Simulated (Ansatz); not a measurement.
Complex (SMILES): F (HF) with F (HF), atoms 1 to 2 the first; geometry from NCB31 set, monomers rigid:
```xyz
4

F      1.3237    -0.0902     0.0000
H      1.7404     0.7334     0.0000
F     -1.4572     0.0193     0.0000
H     -0.5393    -0.0947     0.0001
```

Basis-set convergence of the counterpoise-corrected interaction energy at CCSD(T) with Ansatz (an electronic-structure program). Cartesian d functions, on some or all atoms, in 6-31+G*; all else is spherical. Cores are frozen. No added dispersion term, no relativity. Functions are those of the species that has most. Reference: Hartree-Fock in aug-cc-pVQZ plus the correlation part extrapolated as X^-3 from aug-cc-pVTZ and aug-cc-pVQZ, -4.61 kcal/mol, itself unsure by roughly 0.05 kcal/mol (a third of the extrapolation step and of the last Hartree-Fock step). Deviations are taken from unrounded values. Cost is core time over that of 6-311++G(2d,2p), rough, on shared machines of one kind; a dash marks a row that isn't timed (too short, read off another run, short of memory, by another algorithm or on other hardware).

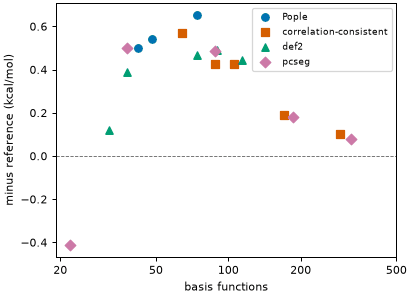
*Deviation from the reference against the number of basis functions, by family of sets.*

```json
[
 {"basis": "pcseg-0", "functions": "22", "counterpoise-corrected interaction energy (kcal/mol)": "-5.02", "minus reference (kcal/mol)": "-0.41", "cost": "-"},
 {"basis": "def2-SV(P)", "functions": "32", "counterpoise-corrected interaction energy (kcal/mol)": "-4.49", "minus reference (kcal/mol)": "0.12", "cost": "-"},
 {"basis": "def2-SVP", "functions": "38", "counterpoise-corrected interaction energy (kcal/mol)": "-4.22", "minus reference (kcal/mol)": "0.39", "cost": "-"},
 {"basis": "pcseg-1", "functions": "38", "counterpoise-corrected interaction energy (kcal/mol)": "-4.11", "minus reference (kcal/mol)": "0.50", "cost": "-"},
 {"basis": "6-31+G*", "functions": "42", "counterpoise-corrected interaction energy (kcal/mol)": "-4.11", "minus reference (kcal/mol)": "0.50", "cost": "-"},
 {"basis": "6-311G**", "functions": "48", "counterpoise-corrected interaction energy (kcal/mol)": "-4.07", "minus reference (kcal/mol)": "0.54", "cost": "-"},
 {"basis": "aug-cc-pVDZ", "functions": "64", "counterpoise-corrected interaction energy (kcal/mol)": "-4.04", "minus reference (kcal/mol)": "0.57", "cost": "0.7×"},
 {"basis": "6-311++G(2d,2p)", "functions": "74", "counterpoise-corrected interaction energy (kcal/mol)": "-3.95", "minus reference (kcal/mol)": "0.65", "cost": "1×"},
 {"basis": "def2-TZVP", "functions": "74", "counterpoise-corrected interaction energy (kcal/mol)": "-4.14", "minus reference (kcal/mol)": "0.47", "cost": "1×"},
 {"basis": "cc-pVTZ", "functions": "88", "counterpoise-corrected interaction energy (kcal/mol)": "-4.18", "minus reference (kcal/mol)": "0.43", "cost": "1×"},
 {"basis": "pcseg-2", "functions": "88", "counterpoise-corrected interaction energy (kcal/mol)": "-4.12", "minus reference (kcal/mol)": "0.49", "cost": "1×"},
 {"basis": "def2-TZVPP", "functions": "90", "counterpoise-corrected interaction energy (kcal/mol)": "-4.12", "minus reference (kcal/mol)": "0.49", "cost": "2×"},
 {"basis": "jun-cc-pV(T+d)Z", "functions": "106", "counterpoise-corrected interaction energy (kcal/mol)": "-4.18", "minus reference (kcal/mol)": "0.42", "cost": "2×"},
 {"basis": "def2-TZVPPD", "functions": "114", "counterpoise-corrected interaction energy (kcal/mol)": "-4.16", "minus reference (kcal/mol)": "0.45", "cost": "3×"},
 {"basis": "cc-pVQZ", "functions": "170", "counterpoise-corrected interaction energy (kcal/mol)": "-4.42", "minus reference (kcal/mol)": "0.19", "cost": "10×"},
 {"basis": "pcseg-3", "functions": "186", "counterpoise-corrected interaction energy (kcal/mol)": "-4.43", "minus reference (kcal/mol)": "0.18", "cost": "20×"},
 {"basis": "cc-pV5Z", "functions": "292", "counterpoise-corrected interaction energy (kcal/mol)": "-4.50", "minus reference (kcal/mol)": "0.10", "cost": "-"},
 {"basis": "pcseg-4", "functions": "324", "counterpoise-corrected interaction energy (kcal/mol)": "-4.53", "minus reference (kcal/mol)": "0.08", "cost": "-"}
]
```
